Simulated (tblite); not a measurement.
**C$_{4}$H$_{11}$PSi: frequency calculation**

C$_{4}$H$_{11}$PSi, SMILES CC[C@@H]1CP1[SiH3], computed with GFN2-xTB harmonic vibrations, gas phase (tblite 0.8.0).

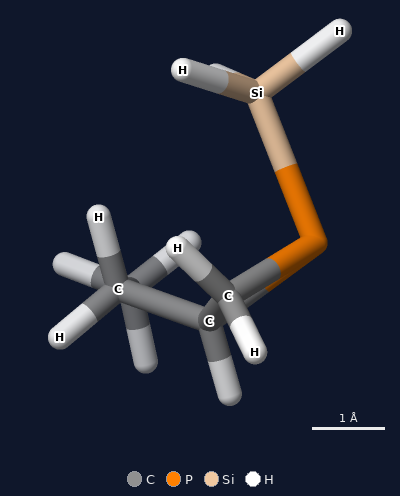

Figure 1. The structure (stick view, seen at a tilt). Bond lengths as drawn: C–C 1.50 to 1.52 Å, C–H 1.08 to 1.10 Å, C–P 1.85 to 1.86 Å, H–Si 1.46 to 1.47 Å and P–Si 2.24 Å.

## Key numbers

```csv
quantity,value
outcome,converged
total energy,−500.6390 eV
zero-point energy,84.1820 kcal/mol
hardware,"1 CPU thread, shared host"
peak memory,0.18 GiB
```

## The input
```
{"job": {"kind": "ir", "xc": "GFN2-xTB", "basis": "xTB"}, "charge": 0, "multiplicity": 1}
C     -1.664424     1.099965    -0.759122
C     -1.139172     0.240294     0.384161
C     -0.533390    -1.045809    -0.120669
C      0.438495    -1.824028     0.708976
P      1.167364    -1.160261    -0.858789
Si     2.209080     0.677991    -0.104101
H     -2.078473     2.031710    -0.381151
H     -2.443375     0.571512    -1.304328
H     -0.859288     1.330245    -1.454263
H     -0.398121     0.802603     0.957529
H     -1.964251    -0.009714     1.060087
H     -1.250142    -1.655160    -0.668883
H      0.313710    -2.898753     0.757629
H      0.768402    -1.386469     1.642294
H      2.312215     0.726650     1.360156
H      1.562311     1.913098    -0.553780
H      3.552060     0.598158    -0.675656
```

The first line tells a small driver script what to run in tblite; the rest is the geometry in Å.

Run as:
```bash
OMP_NUM_THREADS=1 python <driver script> task.json out
```

## What the program printed
```
mode    cm-1     km/mol
  1      94.8      0.25
  2     109.9      0.06
  3     142.9      0.56
  4     164.1      0.36
  5     204.5      0.29
  6     247.5      0.08
  7     358.2      1.39
  8     427.4      2.13
  9     453.0     28.04
 10     487.9     45.44
 11     529.8     27.49
 12     640.4      3.09
 13     685.8      7.53
 14     761.8    565.42
 15     785.2    137.51
 16     797.7    150.75
 17     827.0     19.62
 18     838.9      4.39
 19     873.5      3.25
 20     952.5     12.30
 21     996.5      9.79
 22    1021.0      2.50
 23    1066.7      5.82
 24    1098.2      2.55
 25    1146.7      0.73
 26    1195.4      5.48
 27    1241.8      1.52
 28    1295.4      9.07
 29    1355.4      0.32
 30    1412.3      4.33
 31    1422.6      1.67
 32    1478.1      0.75
 33    1496.0      2.85
 34    1503.4      1.64
 35    2204.0    241.73
 36    2239.6    221.65
 37    2272.7    243.58
 38    2931.5     50.15
 39    2967.4     15.31
 40    2977.8     28.34
 41    3026.6     40.05
 42    3034.3     10.19
 43    3035.0     32.82
 44    3038.6     26.25
 45    3046.3     19.78
```

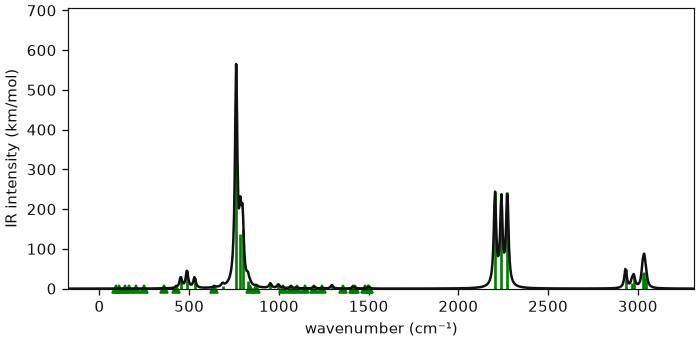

Figure 2. Harmonic infrared spectrum, unscaled: sticks (degenerate modes added up, dark ones marked on the axis) with a Lorentzian envelope of 16 cm⁻¹ full width, scaled to the tallest stick. 45 modes from 95 to 3046 cm⁻¹, none imaginary. The strongest line is at 762 cm⁻¹ (565 km/mol).
